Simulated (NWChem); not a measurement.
**C3HN (cyanoacetylene): levels of theory compared**

Aim: a comparison of 6 runs (HF/STO-3G, HF/3-21G, B3LYP/6-31G*, SVWN5/def2-SVPD, MP2/def2-SVPD, CCSD/def2-SVPD) of C3HN (cyanoacetylene). 

Program for the calculation: NWChem 7.3.0.

## 1. Starting point

C3HN has 5 atoms, charge 0, and is taken as a singlet. SMILES: `C#CC#N`. The shape is that of a PBE0-D4/def2-TZVP optimisation.

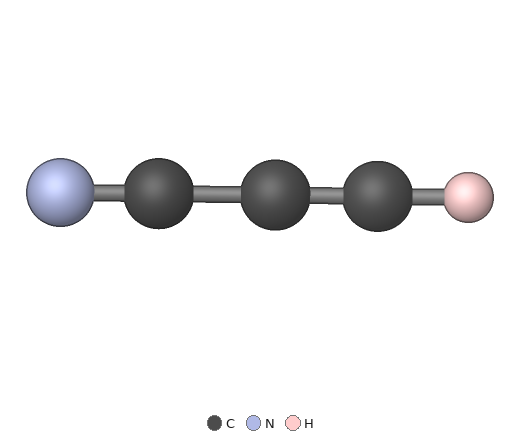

Viewed from a chosen angle; carbon dark grey, nitrogen light blue, hydrogen pink.

## 2. Energy and forces at HF/STO-3G (run 1)

File run.xyz:

```xyz
5
C3HN gradient
C     -0.137800     1.253000     0.148800
C     -0.000300     0.068900     0.002100
C      0.157500    -1.280600    -0.165000
N      0.291100    -2.418400    -0.305600
H     -0.260600     2.303500     0.278300
```

File run.py:

```python
from ase.io import read
from ase.calculators.nwchem import NWChem

system = read('run.xyz')

calc = NWChem(
    label='run',
    theory='scf',
    memory='2200 mb',
    basis='STO-3G',
    basispar='spherical bse',
    scf={'nopen': '0', 'rhf': None, 'thresh': '1e-08', 'maxiter': '80'},
)
system.calc = calc

forces = system.get_forces()
print(f"energy = {system.get_potential_energy():.6f} eV")
print("forces (eV/A):")
for s, f in zip(system.symbols, forces):
    print(f"{s:2s} {f[0]:10.5f} {f[1]:10.5f} {f[2]:10.5f}")
print("dipole (e A):", system.get_dipole_moment().round(4))
```

Launch:

```bash
$ export ASE_NWCHEM_COMMAND="nwchem PREFIX.nwi > PREFIX.nwo"
$ python run.py
```

What it wrote:

```text
energy = -4528.182161 eV
forces (eV/A):
C     0.43842   -3.80966   -0.47447
C    -0.66304    5.71999    0.70865
C     0.13843   -1.17890   -0.14450
N     0.10845   -0.93388   -0.11621
H    -0.02221    0.20245    0.02653
dipole (e A): [-0.0752  0.6425  0.0794]
```

The calculator wrote run.nwi:

```
title "run"

permanent_dir run

scratch_dir run

start run

geometry units angstrom nocenter noautosym noautoz
  C  -1.3780000000000001e-01 1.2529999999999999e+00 1.4879999999999999e-01
  C  -2.9999999999999997e-04 6.8900000000000003e-02 2.0999999999999999e-03
  C  1.5750000000000000e-01 -1.2806000000000000e+00 -1.6500000000000001e-01
  N  2.9110000000000003e-01 -2.4184000000000001e+00 -3.0559999999999998e-01
  H  -2.6060000000000000e-01 2.3035000000000001e+00 2.7829999999999999e-01
end

memory 2200 mb

basis spherical bse noprint
   * library STO-3G
end

scf
  nopen 0
  rhf
  thresh 1e-08
  maxiter 80
end

task scf gradient
```

run.nwo:

```text
Northwest Computational Chemistry Package (NWChem) 7.3.0
             --------------------------------------------------------

           Job information
           ---------------

    nwchem branch   = 7.3.0
    use scalapack   = T
    input           = run.nwi
    prefix          = run.
    data base       = run/run.db
    status          = startup
    nproc           =        1

           Memory information
           ------------------

    heap     =     72089598 doubles =      550.0 Mbytes
    stack    =     72089595 doubles =      550.0 Mbytes
    global   =    144179200 doubles =     1100.0 Mbytes (distinct from heap & stack)
    total    =    288358393 doubles =     2200.0 Mbytes
    verify   = yes
    hardfail = no

[... 124 lines left out ...]
 Convergence threshold     :          1.000E-08
[... 13 lines left out ...]
       Final RHF  results
[... 3 lines left out ...]
      One-electron energy =   -378.179898326161
[... 1 line left out ...]
 Nuclear repulsion energy =     77.250020676396
[... 29 lines left out ...]
                       ROHF Final Molecular Orbital Analysis
[... 197 lines left out ...]
    atom               coordinates                        gradient
                 x          y          z           x          y          z
   1 C      -0.260404   2.367827   0.281191   -0.008526   0.074086   0.009227
   2 C      -0.000567   0.130202   0.003968    0.012894  -0.111236  -0.013781
   3 C       0.297632  -2.419983  -0.311805   -0.002692   0.022926   0.002810
   4 N       0.550099  -4.570113  -0.577500   -0.002109   0.018161   0.002260
   5 H      -0.492463   4.352984   0.525911    0.000432  -0.003937  -0.000516

                 ----------------------------------------
                 |  Time  |  1-e(secs)   |  2-e(secs)   |
                 ----------------------------------------
                 |  CPU   |       0.00   |       0.04   |
                 ----------------------------------------
                 |  WALL  |       0.00   |       0.04   |
                 ----------------------------------------

 Task  times  cpu:        0.4s     wall:        0.4s
 Total times  cpu:        0.4s     wall:        0.4s
```

Wall time 1.1 s (1 thread of AMD EPYC 9R45 (Zen 5), shared host); peak memory 0.098 GiB.

## 3. Energy and forces at HF/3-21G (run 2)

File run.py:

```python
from ase import Atoms
from ase.calculators.nwchem import NWChem

atoms = Atoms('CCCNH', positions=[
    [-0.137800, 1.253000, 0.148800],
    [-0.000300, 0.068900, 0.002100],
    [0.157500, -1.280600, -0.165000],
    [0.291100, -2.418400, -0.305600],
    [-0.260600, 2.303500, 0.278300],
])

calc = NWChem(
    label='job',
    theory='scf',
    memory='2200 mb',
    basis='3-21G',
    basispar='spherical bse',
    scf={'nopen': '0', 'rhf': None, 'thresh': '1e-08', 'maxiter': '80', 'print': 'low'},
)
atoms.calc = calc

forces = atoms.get_forces()
print(f"energy = {atoms.get_potential_energy():.6f} eV")
print("forces (eV/A):")
for s, f in zip(atoms.symbols, forces):
    print(f"{s:2s} {f[0]:10.5f} {f[1]:10.5f} {f[2]:10.5f}")
```

Launch:

```bash
$ export ASE_NWCHEM_COMMAND="nwchem PREFIX.nwi > PREFIX.nwo"
$ python run.py
```

What it wrote:

```text
energy = -4560.971843 eV
forces (eV/A):
C     0.12285   -1.10588   -0.14013
C    -0.18738    1.64761    0.20451
C     0.21109   -1.79160   -0.21957
N    -0.21299    1.80327    0.22194
H     0.06644   -0.55335   -0.06669
```

The calculator wrote job.nwi:

```
title "job"

permanent_dir job

scratch_dir job

start job

geometry units angstrom nocenter noautosym noautoz
  C  -1.3780000000000001e-01 1.2529999999999999e+00 1.4879999999999999e-01
  C  -2.9999999999999997e-04 6.8900000000000003e-02 2.0999999999999999e-03
  C  1.5750000000000000e-01 -1.2806000000000000e+00 -1.6500000000000001e-01
  N  2.9110000000000003e-01 -2.4184000000000001e+00 -3.0559999999999998e-01
  H  -2.6060000000000000e-01 2.3035000000000001e+00 2.7829999999999999e-01
end

memory 2200 mb

basis spherical bse noprint
   * library 3-21G
end

scf
  nopen 0
  rhf
  thresh 1e-08
  maxiter 80
  print low
end

task scf gradient
```

job.nwo:

```text
Northwest Computational Chemistry Package (NWChem) 7.3.0
             --------------------------------------------------------

           Job information
           ---------------

    nwchem branch   = 7.3.0
    use scalapack   = T
    input           = job.nwi
    prefix          = job.
    data base       = job/job.db
    status          = startup
    nproc           =        1

           Memory information
           ------------------

    heap     =     72089598 doubles =      550.0 Mbytes
    stack    =     72089595 doubles =      550.0 Mbytes
    global   =    144179200 doubles =     1100.0 Mbytes (distinct from heap & stack)
    total    =    288358393 doubles =     2200.0 Mbytes
    verify   = yes
    hardfail = no

[... 37 lines left out ...]
            Nuclear Dipole moment (a.u.)
[... 61 lines left out ...]
       Final RHF  results
[... 2 lines left out ...]
         Total SCF energy =   -167.612625062529
      One-electron energy =   -378.023771057431
      Two-electron energy =    133.161125318506
 Nuclear repulsion energy =     77.250020676396

        Time for solution =      0.3s

                              NWChem Gradients Module
                              -----------------------

                         RHF ENERGY GRADIENTS

    atom               coordinates                        gradient
                 x          y          z           x          y          z
   1 C      -0.260404   2.367827   0.281191   -0.002389   0.021506   0.002725
   2 C      -0.000567   0.130202   0.003968    0.003644  -0.032041  -0.003977
   3 C       0.297632  -2.419983  -0.311805   -0.004105   0.034841   0.004270
   4 N       0.550099  -4.570113  -0.577500    0.004142  -0.035068  -0.004316
   5 H      -0.492463   4.352984   0.525911   -0.001292   0.010761   0.001297

 Task  times  cpu:        0.4s     wall:        0.4s
 Total times  cpu:        0.4s     wall:        0.4s
```

It took 1.2 s on 1 thread of AMD EPYC 9R45 (Zen 5), shared host; peak memory 0.099 GiB.

## 4. Energy and forces at B3LYP/6-31G(d) (spherical functions) (run 3)

File run.py:

```python
from ase import Atoms
from ase.calculators.nwchem import NWChem

system = Atoms(['C', 'C', 'C', 'N', 'H'], positions=[
    [-0.137800, 1.253000, 0.148800],
    [-0.000300, 0.068900, 0.002100],
    [0.157500, -1.280600, -0.165000],
    [0.291100, -2.418400, -0.305600],
    [-0.260600, 2.303500, 0.278300],
])

calc = NWChem(
    label='nw',
    theory='dft',
    memory='2200 mb',
    basis='6-31G*',
    basispar='spherical bse',
    dft={'xc': 'b3lyp', 'mult': '1', 'grid': 'xfine', 'convergence': 'energy 1e-08', 'iterations': '100', 'mulliken': None},
)
system.calc = calc

forces = system.get_forces()
print(f"energy = {system.get_potential_energy():.6f} eV")
print("forces (eV/A):")
for s, f in zip(system.symbols, forces):
    print(f"{s:2s} {f[0]:10.5f} {f[1]:10.5f} {f[2]:10.5f}")
print("dipole (e A):", system.get_dipole_moment().round(4))
```

Launch:

```bash
$ export ASE_NWCHEM_COMMAND="nwchem PREFIX.nwi > PREFIX.nwo"
$ python run.py
```

What it wrote:

```text
energy = -4614.160201 eV
forces (eV/A):
C    -0.10099    0.84682    0.10351
C     0.07878   -0.66005   -0.08192
C    -0.14177    1.21310    0.15118
N     0.17144   -1.46975   -0.18224
H    -0.00746    0.06988    0.00946
dipole (e A): [-0.0916  0.7819  0.0966]
```

The calculator wrote nw.nwi:

```
title "nw"

permanent_dir nw

scratch_dir nw

start nw

geometry units angstrom nocenter noautosym noautoz
  C  -1.3780000000000001e-01 1.2529999999999999e+00 1.4879999999999999e-01
  C  -2.9999999999999997e-04 6.8900000000000003e-02 2.0999999999999999e-03
  C  1.5750000000000000e-01 -1.2806000000000000e+00 -1.6500000000000001e-01
  N  2.9110000000000003e-01 -2.4184000000000001e+00 -3.0559999999999998e-01
  H  -2.6060000000000000e-01 2.3035000000000001e+00 2.7829999999999999e-01
end

memory 2200 mb

basis spherical bse noprint
   * library 6-31G*
end

dft
  xc b3lyp
  mult 1
  grid xfine
  convergence energy 1e-08
  iterations 100
  mulliken
end

task dft gradient
```

nw.nwo:

```text
Northwest Computational Chemistry Package (NWChem) 7.3.0
             --------------------------------------------------------

           Job information
           ---------------

    nwchem branch   = 7.3.0
    use scalapack   = T
    input           = nw.nwi
    prefix          = nw.
    data base       = nw/nw.db
    status          = startup
    nproc           =        1

           Memory information
           ------------------

    heap     =     72089596 doubles =      550.0 Mbytes
    stack    =     72089601 doubles =      550.0 Mbytes
    global   =    144179200 doubles =     1100.0 Mbytes (distinct from heap & stack)
    total    =    288358397 doubles =     2200.0 Mbytes
    verify   = yes
    hardfail = no

[... 95 lines left out ...]
  convergence criterion.
[... 40 lines left out ...]
          Spatial weights used:  Erf1
[... 75 lines left out ...]
         Total DFT energy =     -169.567261172585
[... 3 lines left out ...]
 Nuclear repulsion energy =       77.250020676396
[... 482 lines left out ...]
          Convergence on gradient requested:  5.00D-04
[... 27 lines left out ...]
          total energy or number of iterations.
[... 28 lines left out ...]
    atom               coordinates                        gradient
                 x          y          z           x          y          z
   1 C      -0.260404   2.367827   0.281191    0.001964  -0.016468  -0.002013
   2 C      -0.000567   0.130202   0.003968   -0.001532   0.012836   0.001593
   3 C       0.297632  -2.419983  -0.311805    0.002757  -0.023591  -0.002940
   4 N       0.550099  -4.570113  -0.577500   -0.003334   0.028582   0.003544
   5 H      -0.492463   4.352984   0.525911    0.000145  -0.001359  -0.000184

                 ----------------------------------------
                 |  Time  |  1-e(secs)   |  2-e(secs)   |
                 ----------------------------------------
                 |  CPU   |       0.00   |       0.36   |
                 ----------------------------------------
                 |  WALL  |       0.00   |       0.36   |
                 ----------------------------------------

 Task  times  cpu:        6.4s     wall:        6.4s
 Total times  cpu:        6.4s     wall:        6.4s
```

Run time: 7.2 s. Hardware: 1 thread of AMD EPYC 9R45 (Zen 5), shared host; peak memory 0.13 GiB.

Runs 4 to 5 aren't shown in full; the table further down has their settings and results.

## 5. The energy at CCSD/def2-SVPD (run 6)

File run.nw:

```
start run
title "C3HN ccsd"
memory total 2200 mb
charge 0

geometry units angstroms noautosym nocenter noautoz
 C       -0.137800       1.253000       0.148800
 C       -0.000300       0.068900       0.002100
 C        0.157500      -1.280600      -0.165000
 N        0.291100      -2.418400      -0.305600
 H       -0.260600       2.303500       0.278300
end

basis "ao basis" spherical bse
 * library def2-SVPD
end

scf
 thresh 1e-08
 maxiter 80
end

ccsd
 freeze core 4
 maxiter 60
end

task ccsd energy
```

Launch:

```bash
$ nwchem run.nw > run.out
```

What it wrote:

```text
[...]
  functions       =    88
[...]
  wavefunction    = RHF
[...]
         Total SCF energy =   -168.419420668558
      One-electron energy =   -379.179152242842
      Two-electron energy =    133.509710897888
 Nuclear repulsion energy =     77.250020676396
        Time for solution =      5.1s
[...]
 Total MP2 energy:           -168.966558958525781
[...]
             energy      energy      error      ampl     ampl      Block
                                                time     time      time
[...]
 Total CCSD energy:           -168.975097058587863
[...]
```

Wall time 44 s (1 thread of AMD EPYC 9R45 (Zen 5), shared host); peak memory 0.17 GiB.

## 6. The series

| run | level | iteration cap | module | energy (Eh) | dipole moment (D) | HOMO energy (eV) | LUMO energy (eV) | wall time |
| --- | --- | --- | --- | --- | --- | --- | --- | --- |
| 1 | HF/STO-3G | 80 | scf | -166.407626 | 3.13 | -9.81 | 6.51 | 1.1 s |
| 2 | HF/3-21G | 80 | scf | -167.612625 | – | – | – | 1.2 s |
| 3 | B3LYP/6-31G* (spherical functions) | 100 | dft | -169.567261 | 3.81 | -8.44 | -1.40 | 7.2 s |
| 4 | SVWN5/def2-SVPD | 100 | dft | -167.955287 | 3.86 | -8.09 | -2.85 | 8.4 s |
| 5 | MP2/def2-SVPD | 80 | mp2 | -168.966559 | 3.79 | -11.75 | 2.20 | 13 s |
| 6 | CCSD/def2-SVPD | 80 | ccsd | -168.975097 | – | -11.75 | 2.20 | 44 s |

## 7. Results

| quantity | value |
| --- | --- |
| run 6: total energy | -168.97510 Eh |
| run 6: HOMO energy (Hartree–Fock orbitals) | -11.75 eV |
| run 6: LUMO energy (Hartree–Fock orbitals) | 2.20 eV |
| run 6: HOMO–LUMO gap (Hartree–Fock orbitals) | 13.95 eV |
| run 6: correlation energy (4 core orbitals frozen) | -555.7 mEh |

Over runs 1, 3, 4, 5 the dipole moment (its size) runs from 3.13 D (HF/STO-3G) to 3.86 D (SVWN5/def2-SVPD). The two ends differ in method and basis. Over runs 1, 3, 4 the HOMO–LUMO gap runs from 5.24 eV (SVWN5/def2-SVPD) to 16.32 eV (HF/STO-3G). Totals of different functionals can't be ranked against each other. In run 1 the basis is minimal, so the values are rough. All runs together took 74 s, the longest 44 s.
